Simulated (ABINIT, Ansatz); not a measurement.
# BaZrO3 (Pm-3m): third-order response, part 2 of 3

Aim: Raman and infrared lines of BaZrO3 (Pm-3m).

ABINIT 10.8.3; DFT LDA, scalar-relativistic, plane waves, PseudoDojo norm-conserving pseudopotentials.

So far. Step 3 (Relaxation): The volume changes by -2.9 % in this run and stands -2.9 % from the first cell. Step 4 (Ground state): The cell stands at -0.79 GPa: the relaxation ran with a smoothed and higher cutoff and on another k mesh. The relaxed cell has a = 4.150 Å (conventional setting).

### 6. Zone-centre response

The derivative of the wavefunctions by k comes first, since the response to a field is built on it; then the field and the displacements that symmetry doesn't supply are solved at q = 0. By the 2n+1 theorem the first-order wavefunctions also give third derivatives: Raman tensors and the non-linear susceptibility.

It reads the wavefunctions written in step 4.

Input file dfpt_gamma.abi:

```
ndtset 3

# common to the responses
getwfk_filepath "gso_WFK"
kptopt 2
nqpt 1
qpt 0.0 0.0 0.0
asr 0
chneut 0

# d/dk
rfelfd1 2
rfdir1 1 1 1
iscf1 -3
tolwfr1 1.0d-20

# displacements, field
rfphon2 1
rfatpol2 1 5
rfdir2 1 1 1
rfelfd2 3
getddk2 1
tolvrs2 1.0d-10
prepanl2 1
prtden2 1

# third order
optdriver3 5
getden_filepath3 "gso_DEN"
get1den3 2
get1wf3 2
getddk3 1
d3e_pert1_elfd3 1
d3e_pert1_phon3 1
d3e_pert1_atpol3 1 5
d3e_pert1_dir3 1 1 1
d3e_pert2_elfd3 1
d3e_pert2_dir3 1 1 1
d3e_pert3_elfd3 1
d3e_pert3_dir3 1 1 1
usepead3 1
tolvrs3 1.0d-10

# basis, mesh and filling
ecut 36.0
ngkpt 6 6 6
nshiftk 1
shiftk 0.5 0.5 0.5
istwfk *1
occopt 1
nband 20
nstep 100
diemac 9.0
prtebands 0
prtgsr 0

# cell and atoms
acell 3*1.0 Angstrom
rprim 
    4.149715995 0.0 0.0
    0.0 4.149715995 0.0
    0.0 0.0 4.149715995
ntypat 3
znucl 56 40 8
natom 5
typat 1 2 3 3 3
xred 
    0.0 0.0 0.0
    0.5 0.5 0.5
    0.0 0.5 0.5
    0.5 0.0 0.5
    0.5 0.5 0.0
pp_dirpath "./pseudo"
pseudos "Ba.upf, Zr.upf, O.upf"
```

The run is started by

```
> OMP_NUM_THREADS=1 mpirun -n 16 abinit dfpt_gamma.abi > dfpt_gamma.log
```

Numbers of over 12 decimals in the logs are rounded to 6 here.

dfpt_gamma.abo, the main output file:

```text
[banners, grids, parts of the stress and lines that vanish by symmetry left out]
- input  file    -> dfpt_gamma.abi
- output file    -> dfpt_gamma.abo
- root for input  files -> dfpt_gammai
[...]
DATASET    1 : space group Pm -3 m (#221); Bravais cP (primitive cubic)
[...]
nfft =       91125          nkpt =         108
[...]
DATASET    2 : space group Pm -3 m (#221); Bravais cP (primitive cubic)
[...]
nfft =       91125          nkpt =         108
[...]
DATASET    3 : space group Pm -3 m (#221); Bravais cP (primitive cubic)
[...]
mpw =        4984          nfft =       91125          nkpt =         108
[...]
== DATASET  1 ==================================================================
[...]
cutoff_energies: {ecut:  36.0, pawecutdg:  -1.0, }
[...]
-  8.00000   6.00000  201201                  znucl, zion, pspdat
[...]
Perturbation : derivative vs k along direction   1
[...]
-ETOT  1  -26.490809042493     -2.649E+01 2.902E-01 0.000E+00
 ETOT  2  -26.661329697145     -1.705E-01 6.408E-03 0.000E+00
 ETOT  3  -26.666907304913     -5.578E-03 3.441E-04 0.000E+00
 ETOT  4  -26.667182658498     -2.754E-04 2.011E-05 0.000E+00
 ETOT  5  -26.667199325598     -1.667E-05 2.099E-06 0.000E+00
[...]
At SCF step   20   max residual=  9.97E-21 < tolwfr=  1.00E-20 =>converged.
[...]
Perturbation : derivative vs k along direction   2
[...]
-ETOT  1  -26.489755404027     -2.649E+01 2.902E-01 0.000E+00
[...]
At SCF step   20   max residual=  9.97E-21 < tolwfr=  1.00E-20 =>converged.
[...]
Perturbation : derivative vs k along direction   3
[...]
-ETOT  1  -26.490809025068     -2.649E+01 2.902E-01 0.000E+00
[...]
At SCF step   20   max residual=  9.97E-21 < tolwfr=  1.00E-20 =>converged.
[...]
1        1       0.7882279800   -0.0000000000
     1        2       0.0000000000    0.0000000000
     1        3       0.0000000000    0.0000000000
     2        1       0.0000000000    0.0000000000
     2        2       0.7882279800   -0.0000000000
     2        3       0.0000000000    0.0000000000
     3        1       0.0000000000    0.0000000000
     3        2       0.0000000000    0.0000000000
     3        3       0.7882279800    0.0000000000
[...]
== DATASET  2 ==================================================================
[...]
cutoff_energies: {ecut:  36.0, pawecutdg:  -1.0, }
[...]
Perturbation : displacement of atom   1   along direction   1
[...]
-ETOT  1   2.895347     -7.971E+02 1.759E+00 1.588E+03
[...]
At SCF step    9       vres2   =  6.04E-11 < tolvrs=  1.00E-10 =>converged.
[...]
Perturbation : displacement of atom   2   along direction   1
[...]
-ETOT  1   9.400407     -2.661E+03 1.218E+01 1.217E+03
[...]
At SCF step   13       vres2   =  1.37E-12 < tolvrs=  1.00E-10 =>converged.
[...]
Perturbation : displacement of atom   3   along direction   1
[...]
-ETOT  1   18.472695223311     -3.763E+03 3.921E+00 1.280E+04
[...]
At SCF step   12       vres2   =  5.96E-12 < tolvrs=  1.00E-10 =>converged.
[...]
Perturbation : displacement of atom   3   along direction   2
[...]
-ETOT  1   7.082285     -3.678E+03 1.395E+00 6.959E+03
[...]
At SCF step   11       vres2   =  3.32E-11 < tolvrs=  1.00E-10 =>converged.
[...]
Perturbation : homogeneous electric field along direction   1
[...]
-ETOT  1  -91.733408951163     -9.173E+01 1.078E+00 6.443E+03
[...]
At SCF step   11       vres2   =  4.45E-11 < tolvrs=  1.00E-10 =>converged.
[...]
Perturbation : homogeneous electric field along direction   2
[...]
-ETOT  1  -91.713272148685     -9.171E+01 1.078E+00 6.440E+03
[...]
At SCF step   11       vres2   =  4.06E-11 < tolvrs=  1.00E-10 =>converged.
[...]
Perturbation : homogeneous electric field along direction   3
[...]
-ETOT  1  -91.733408821715     -9.173E+01 1.078E+00 6.443E+03
[...]
ETOT 11  -95.734789874448     -1.208E-11 2.389E-12 2.995E-10
 ETOT 12  -95.734789874450     -1.876E-12 3.613E-13 2.243E-11
 At SCF step   12       vres2   =  2.24E-11 < tolvrs=  1.00E-10 =>converged.
[...]
Dielectric tensor, in cartesian coordinates,
[...]
1    7   1    7         4.8859988502        -0.0000000000
   1    7   2    7        -0.0000000000        -0.0000000000
   1    7   3    7        -0.0000000000        -0.0000000000
   2    7   1    7        -0.0000000000        -0.0000000000
   2    7   2    7         4.8859988502        -0.0000000000
   2    7   3    7        -0.0000000000        -0.0000000000
   3    7   1    7        -0.0000000000        -0.0000000000
   3    7   2    7        -0.0000000000        -0.0000000000
   3    7   3    7         4.8859988502        -0.0000000000
  Effective charges, in cartesian coordinates,
[...]
1    1   1    7         2.7354027415         0.0000000000
   2    1   1    7         0.0000000000         0.0000000000
   3    1   1    7         0.0000000000         0.0000000000
   1    2   1    7         6.1065713447         0.0000000000
   2    2   1    7         0.0000000000         0.0000000000
[...]
Effective charges, in cartesian coordinates,
[...]
2    7   1    5         0.0000000000         0.0000000000
   3    7   1    5         0.0000000000         0.0000000000
   1    7   2    5         0.0000000000         0.0000000000
   2    7   2    5        -2.0239135191         0.0000000000
   3    7   2    5         0.0000000000         0.0000000000
   1    7   3    5         0.0000000000         0.0000000000
   2    7   3    5         0.0000000000         0.0000000000
   3    7   3    5        -4.7863061109         0.0000000000
  Phonon wavevector (reduced coordinates) :  0.00000  0.00000  0.00000
 Phonon energies in Hartree :
[...]
Phonon frequencies in cm-1    :
-  1.269293E+00  1.269293E+00  1.269294E+00  9.805436E+01  9.805436E+01
-  9.805436E+01  1.745596E+02  1.745596E+02  1.745596E+02  1.957326E+02
-  1.957326E+02  1.957326E+02  5.249195E+02  5.249195E+02  5.249195E+02
  Phonon at Gamma, with non-analyticity in the
[...]
Phonon energies in Hartree :
[...]
Phonon frequencies in cm-1    :
-  1.269293E+00  1.269293E+00  1.271721E+00  9.805436E+01  9.805436E+01
-  1.377861E+02  1.745596E+02  1.745596E+02  1.745596E+02  1.957326E+02
-  1.957326E+02  3.665806E+02  5.249195E+02  5.249195E+02  7.136867E+02
  Phonon at Gamma, with non-analyticity in the
[...]
Phonon energies in Hartree :
[...]
Phonon frequencies in cm-1    :
-  1.269293E+00  1.269294E+00  1.271721E+00  9.805436E+01  9.805436E+01
-  1.377861E+02  1.745596E+02  1.745596E+02  1.745596E+02  1.957326E+02
-  1.957326E+02  3.665806E+02  5.249195E+02  5.249195E+02  7.136867E+02
  Phonon at Gamma, with non-analyticity in the
[...]
Phonon energies in Hartree :
[...]
Phonon frequencies in cm-1    :
-  1.269293E+00  1.269294E+00  1.271721E+00  9.805436E+01  9.805436E+01
-  1.377861E+02  1.745596E+02  1.745596E+02  1.745596E+02  1.957326E+02
-  1.957326E+02  3.665806E+02  5.249195E+02  5.249195E+02  7.136867E+02
[...]
== DATASET  3 ==================================================================
[...]
cutoff_energies: {ecut:  36.0, pawecutdg:  -1.0, }
[...]
1          1       -0.000000000       -0.000000000       -0.000000000
[...]
1          2       -0.000000000       -0.000000000       -0.000000000
[...]
1          3       -0.000000000       -0.000000000       -0.000000000
[...]
2          1       -0.000000000       -0.000000000       -0.000000000
[...]
2          2       -0.000000000       -0.000000000       -0.000000000
[...]
2          3       -0.000000000       -0.000000000       -0.000000000
[...]
3          1       -0.000000000       -0.000000000       -0.000000000
[...]
3          2       -0.000000000       -0.000000000       -0.000000000
[...]
3          3       -0.000000000       -0.000000000       -0.000000000
[...]
4          1       -0.000000000       -0.000000000       -0.000000000
[...]
4          2       -0.000000000       -0.000000000       -0.000000000
[...]
4          3       -0.000000000       -0.000000000       -0.000000000
[...]
5          1       -0.000000000       -0.000000000       -0.000000000
[...]
5          2       -0.000000000       -0.000000000       -0.000000000
[...]
5          3       -0.000000000       -0.000000000       -0.000000000
[...]
strten2     0.0000000000E+00  0.0000000000E+00  0.0000000000E+00
           strten3     0.0000000000E+00  0.0000000000E+00  0.0000000000E+00
================================================================================
```

Run time: 5.1 min. Hardware: 16 MPI ranks of Arm Neoverse V2, shared host; 81 min of CPU time.

This step gave:

* miss of the charge sum rule: 0.007841 e
* largest acoustic frequency at the zone centre before the sum rule: 1.27 cm⁻¹
* highest optical zone-centre mode (no LO-TO term): 524.9 cm⁻¹
* lowest optical zone-centre mode: 98.05 cm⁻¹
* mean high-frequency dielectric constant: 4.886
* largest Born charge in size (third of the trace): 6.107 e

Born charge (rows field, columns displacement), before the sum rule (e), principal values of the symmetric part by kind of site:

```csv
atom,atoms with these values,low,middle,high,mean
Ba1,1,2.74,2.74,2.74,2.74
Zr2,1,6.11,6.11,6.11,6.11
O3,3,-4.79,-2.02,-2.02,-2.94
```

In full for Ba1:

```
2.74 0.00 0.00
0.00 2.74 0.00
0.00 0.00 2.74
```

High-frequency dielectric tensor:

```
4.89 0.00 0.00
0.00 4.89 0.00
0.00 0.00 4.89
```

The acoustic modes at Γ come out as far as 1.3 cm⁻¹ from zero, where they should vanish, a small numerical error; the Born charges miss their sum rule by 0.0078 e, which is good.

### 7. Zone-centre analysis

anaddb reads the merged derivatives, imposes the acoustic sum rule and charge neutrality, and adds the LO-TO term along chosen directions.

Input file anaddb.abi:

```
ddb_filepath "gamma_DDB"
output_file "anaddb.abo"
outdata_prefix "anaddb"
asr 1
chneut 1
enunit 2
eivec 1
nph1l 1
qph1l 0.0 0.0 0.0 1.0
dieflag 1
nph2l 3
qph2l 
    1.0 0.0 0.0 0.0
    0.0 0.0 1.0 0.0
    1.0 1.0 1.0 0.0
nlflag 1
ramansr 1
alphon 1
prtmbm 1
```

Input file mrgddb.in:

```
gamma_DDB
merged
3
dfpt_gammao_DS2_DDB
dfpt_gammao_DS3_DDB
gso_DDB
```

The run is started by

```
> mrgddb < mrgddb.in > mrgddb.log
> OMP_NUM_THREADS=1 anaddb anaddb.abi > anaddb.log
```

anaddb.abo, the main output file:

```text
[banners, grids, parts of the stress and lines that vanish by symmetry left out]
-outvars_anaddb: echo values of input variables ----------------------

 Flags :
[...]
Dielectric Tensor and Effective Charges
[...]
Effective charge tensors after
[...]
1          1       -0.000000000       -0.000000000       -0.000000000
[...]
1          2       -0.000000000       -0.000000000       -0.000000000
[...]
1          3       -0.000000000       -0.000000000       -0.000000000
[...]
2          1       -0.000000000       -0.000000000       -0.000000000
[...]
2          2       -0.000000000       -0.000000000       -0.000000000
[...]
2          3       -0.000000000       -0.000000000       -0.000000000
[...]
3          1       -0.000000000       -0.000000000       -0.000000000
[...]
3          2       -0.000000000       -0.000000000       -0.000000000
[...]
3          3       -0.000000000       -0.000000000       -0.000000000
[...]
4          1       -0.000000000       -0.000000000       -0.000000000
[...]
4          2       -0.000000000       -0.000000000       -0.000000000
[...]
4          3       -0.000000000       -0.000000000       -0.000000000
[...]
5          1       -0.000000000       -0.000000000       -0.000000000
[...]
5          2       -0.000000000       -0.000000000       -0.000000000
[...]
5          3       -0.000000000       -0.000000000       -0.000000000
[...]
Phonon wavevector (reduced coordinates) :  0.00000  0.00000  0.00000
 Phonon energies in Hartree :
[...]
Phonon energies in meV     :
-  0.000000E+00  0.000000E+00  0.000000E+00  1.215393E+01  1.215393E+01
-  1.215393E+01  2.163846E+01  2.163846E+01  2.163846E+01  2.426640E+01
-  2.426640E+01  2.426640E+01  6.508116E+01  6.508116E+01  6.508116E+01
 Phonon frequencies in cm-1    :
-  0.000000E+00  0.000000E+00  0.000000E+00  9.802802E+01  9.802802E+01
-  9.802802E+01  1.745259E+02  1.745259E+02  1.745259E+02  1.957217E+02
-  1.957217E+02  1.957217E+02  5.249149E+02  5.249149E+02  5.249149E+02
 Phonon frequencies in Thz     :
-  0.000000E+00  0.000000E+00  0.000000E+00  2.938806E+00  2.938806E+00
-  2.938806E+00  5.232155E+00  5.232155E+00  5.232155E+00  5.867590E+00
-  5.867590E+00  5.867590E+00  1.573655E+01  1.573655E+01  1.573655E+01
 Phonon energies in Kelvin  :
-  0.000000E+00  0.000000E+00  0.000000E+00  1.410404E+02  1.410404E+02
-  1.410404E+02  2.511039E+02  2.511039E+02  2.511039E+02  2.815999E+02
-  2.815999E+02  2.815999E+02  7.552355E+02  7.552355E+02  7.552355E+02
[...]
-  1  0.00000000E+00  0.00000000E+00  1.40842611E-03
-     0.00000000E+00  0.00000000E+00  0.00000000E+00
-  2  0.00000000E+00  0.00000000E+00  1.40842436E-03
-     0.00000000E+00  0.00000000E+00  0.00000000E+00
-  3  0.00000000E+00  0.00000000E+00  1.40842328E-03
-     0.00000000E+00  0.00000000E+00  0.00000000E+00
-  4  0.00000000E+00  0.00000000E+00  1.40842328E-03
-     0.00000000E+00  0.00000000E+00  0.00000000E+00
-  5  0.00000000E+00  0.00000000E+00  1.40842375E-03
-     0.00000000E+00  0.00000000E+00  0.00000000E+00
[...]
-  1  0.00000000E+00 -1.40842611E-03  0.00000000E+00
-     0.00000000E+00  0.00000000E+00  0.00000000E+00
-  2  0.00000000E+00 -1.40842435E-03  0.00000000E+00
-     0.00000000E+00  0.00000000E+00  0.00000000E+00
-  3  0.00000000E+00 -1.40842327E-03  0.00000000E+00
-     0.00000000E+00  0.00000000E+00  0.00000000E+00
-  4  0.00000000E+00 -1.40842375E-03  0.00000000E+00
-     0.00000000E+00  0.00000000E+00  0.00000000E+00
-  5  0.00000000E+00 -1.40842327E-03  0.00000000E+00
-     0.00000000E+00  0.00000000E+00  0.00000000E+00
[...]
-  1  1.40842611E-03  0.00000000E+00  0.00000000E+00
-     0.00000000E+00  0.00000000E+00  0.00000000E+00
-  2  1.40842435E-03  0.00000000E+00  0.00000000E+00
-     0.00000000E+00  0.00000000E+00  0.00000000E+00
-  3  1.40842375E-03  0.00000000E+00  0.00000000E+00
-     0.00000000E+00  0.00000000E+00  0.00000000E+00
-  4  1.40842327E-03  0.00000000E+00  0.00000000E+00
-     0.00000000E+00  0.00000000E+00  0.00000000E+00
[...]
-  4  1.39519109E-03  1.03901421E-07  0.00000000E+00
[...]
-  5  1.39519109E-03  0.00000000E+00  0.00000000E+00
[...]
-     1         -0.000000    -0.000000     0.000004     0.000004
-     2         -0.000000    -0.000004     0.000000     0.000004
[...]
-    14          0.000000     3.945910     0.000000     3.945910
-    15          3.945910     0.000000    -0.000000     3.945910
[...]
-   1     Real    0.0000E+00  0.0000E+00  0.0000E+00  0.0000E+00  0.0000E+00  0.0000E+00  0.0000E+00
[...]
-   2     Real    0.0000E+00  0.0000E+00  0.0000E+00  0.0000E+00  0.0000E+00  0.0000E+00  0.0000E+00
[...]
-   3     Real    0.0000E+00  0.0000E+00  0.0000E+00  0.0000E+00  0.0000E+00  0.0000E+00  0.0000E+00
[...]
-   4     Real    0.0000E+00  0.0000E+00  2.9847E-04  0.0000E+00  0.0000E+00  0.0000E+00  2.9847E-04
[...]
-   5     Real    0.0000E+00  2.9847E-04  0.0000E+00  0.0000E+00  0.0000E+00  0.0000E+00  2.9847E-04
[...]
-   6     Real    2.9847E-04  0.0000E+00  0.0000E+00  0.0000E+00  0.0000E+00  0.0000E+00  2.9847E-04
[...]
-   7     Real    0.0000E+00  0.0000E+00  0.0000E+00  0.0000E+00  0.0000E+00  0.0000E+00  0.0000E+00
[...]
-   8     Real    0.0000E+00  0.0000E+00  0.0000E+00  0.0000E+00  0.0000E+00  0.0000E+00  0.0000E+00
[...]
-   9     Real    0.0000E+00  0.0000E+00  0.0000E+00  0.0000E+00  0.0000E+00  0.0000E+00  0.0000E+00
[...]
-  10     Real    0.0000E+00  0.0000E+00  5.0022E-04  0.0000E+00  0.0000E+00  0.0000E+00  5.0022E-04
[...]
-  11     Real    0.0000E+00  5.0022E-04  0.0000E+00  0.0000E+00  0.0000E+00  0.0000E+00  5.0022E-04
[...]
-  12     Real    5.0022E-04  0.0000E+00  0.0000E+00  0.0000E+00  0.0000E+00  0.0000E+00  5.0022E-04
[...]
-  13     Real    0.0000E+00  0.0000E+00  5.2263E-04  0.0000E+00  0.0000E+00  0.0000E+00  5.2263E-04
[...]
-  14     Real    0.0000E+00  5.2263E-04  0.0000E+00  0.0000E+00  0.0000E+00  0.0000E+00  5.2263E-04
[...]
-  15     Real    5.2263E-04  0.0000E+00  0.0000E+00  0.0000E+00  0.0000E+00  0.0000E+00  5.2263E-04
[...]
-         0.000000000       0.000000000       0.000000000
-         0.000000000       0.000000000       0.000000000
-         0.000000000       0.000000000       0.000000000
[...]
-         0.000000000       0.000000000       0.000000000
-         0.000000000       0.000000000       0.000000000
-         0.000000000       0.000000000       0.000000000
[...]
Phonon at Gamma, with non-analyticity in the
[...]
Phonon energies in Hartree :
[...]
Phonon energies in meV     :
-  0.000000E+00  0.000000E+00  0.000000E+00  1.215393E+01  1.215393E+01
-  1.708489E+01  2.163846E+01  2.163846E+01  2.163846E+01  2.426640E+01
-  2.426640E+01  4.545661E+01  6.508116E+01  6.508116E+01  8.849891E+01
 Phonon frequencies in cm-1    :
-  0.000000E+00  0.000000E+00  0.000000E+00  9.802802E+01  9.802802E+01
[...]
Phonon frequencies in Thz     :
[...]
Phonon energies in Kelvin  :
[...]
-  1  0.00000000E+00  0.00000000E+00 -1.40842611E-03
[...]
-  2  0.00000000E+00  0.00000000E+00 -1.40842436E-03
[...]
-  3  0.00000000E+00  0.00000000E+00 -1.40842328E-03
[...]
-  4  0.00000000E+00  0.00000000E+00 -1.40842328E-03
[...]
Phonon at Gamma, with non-analyticity in the
[...]
Phonon energies in Hartree :
[...]
Phonon energies in meV     :
[...]
Phonon frequencies in cm-1    :
[...]
Phonon frequencies in Thz     :
[...]
Phonon energies in Kelvin  :
[...]
Phonon at Gamma, with non-analyticity in the
[...]
Phonon energies in Hartree :
[...]
Phonon energies in meV     :
[...]
Phonon frequencies in cm-1    :
[...]
Phonon frequencies in Thz     :
[...]
Phonon energies in Kelvin  :
[...]
-  1.982620E+02  2.511039E+02  2.511039E+02  2.511039E+02  2.815999E+02
-  2.815999E+02  5.275021E+02  7.552355E+02  7.552355E+02  1.026987E+03
[...]
-  4  1.12095872E-03  2.86687359E-03 -3.84787167E-04
[...]
-  5  1.12095872E-03 -7.36171553E-04  1.49847704E-03
[...]
-         0.000000000       0.000000000       0.000000000
-         0.000000000       0.000000000       0.000000000
[...]
Direction                     Dielectric constant
[...]
0.00000   0.00000   1.00000     62.64600741
   1.00000   1.00000   1.00000     62.64600740
-
```

The job ended after 1.3 s (1 thread).

Numbers from this step:

```yaml
lowest_optical_zone_centre_mode: 98.03 cm⁻¹
mean_static_dielectric_constant: 62.65
highest_mode_moved_by_the_lo_to_term: 713.8 cm⁻¹
```

No LO-TO term; unit eigenvectors of the mass-weighted matrix, from anaddb's displacements. Modes at Γ, with each element's share of the kinetic energy:

```
mode  frequency (cm⁻¹)  symmetry  Ba %  Zr %  O %
   1               0.0  acoustic    50    33   17
   2               0.0  acoustic    50    33   17
   3               0.0  acoustic    50    33   17
   4              98.0       T1u    42     9   49
   5              98.0       T1u    42     9   49
   6              98.0       T1u    42     9   49
   7             174.5       T2u     0     0  100
   8             174.5       T2u     0     0  100
   9             174.5       T2u     0     0  100
  10             195.7       T1u     8    55   37
  11             195.7       T1u     8    55   37
  12             195.7       T1u     8    55   37
  13             524.9       T1u     0     2   97
  14             524.9       T1u     0     2   97
  15             524.9       T1u     0     2   97
```

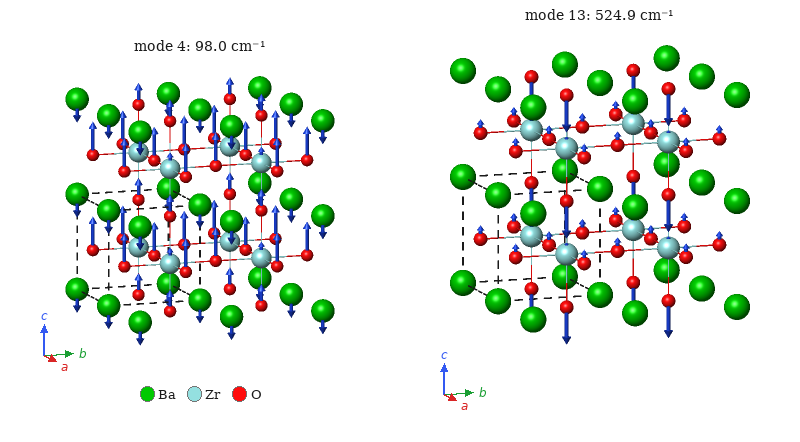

Displacement patterns of modes 4 and 13 at Γ; arrows are exaggerated. 2×2×2 cells are drawn. Some periodic images of atoms are drawn too.

Trace of the oscillator strength, degenerate modes summed. Lines of the infrared spectrum (strongest = 100):

```csv
position (cm⁻¹),lines merged,"IR intensity, relative"
98,3,57
174,3,0.0
196,3,96
525,3,100
```

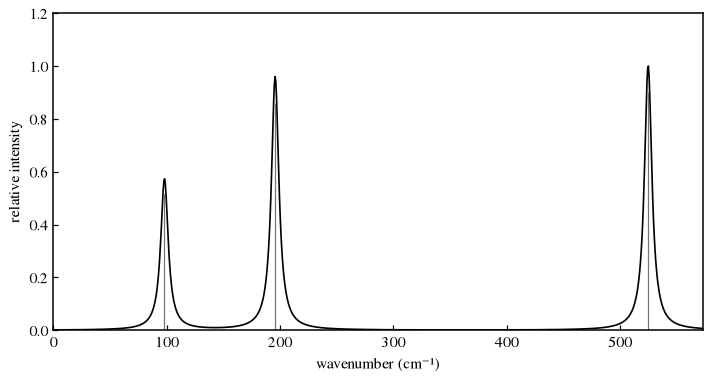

The infrared spectrum, broadened with Lorentzians of width 8 cm⁻¹; bars mark the lines.

Static dielectric tensor (ions relaxed, fixed cell):

```
62.65  0.00  0.00
 0.00 62.65  0.00
 0.00  0.00 62.65
```

The rule moves no optical mode by more than 0.1 cm⁻¹.

(Part 2 of 3 ends here.)

[Host names and launcher messages were left out of these logs when they were recorded.]

[Logs are printed without paths, hosts, clocks, repeated set-up lines and the standing remarks that a program may print on its own settings, such as how far it seeks lower states.]

[Hosts, paths, dates, database ids (printed as entryN), source tags and the programs' standing remarks are cut or masked in the printed files.]
